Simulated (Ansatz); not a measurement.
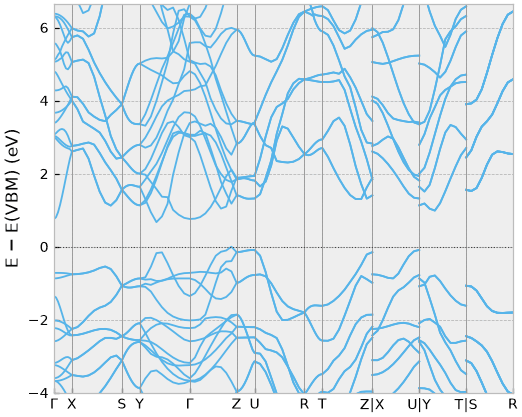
Figure: Band structure from the program Ansatz at the PBE+D3(BJ) level (PAW)

Q: Read off the gap and where the band edges lie.

A: About 0.7 eV (0.65 eV by a search for the band edges); maximum on the Γ–Z line, 88 % of the way from Γ, minimum on the Y–Γ line, 36 % of the way from Y.

The material is SnS in space group Pnma (No. 62; Sn on 4c, S on 4c).

The cell was relaxed with PBE+D3(BJ) under the symmetry of its start. Spin–orbit coupling is left out wherever it is not named.

Potentials: the later of the program's two PAW sets.
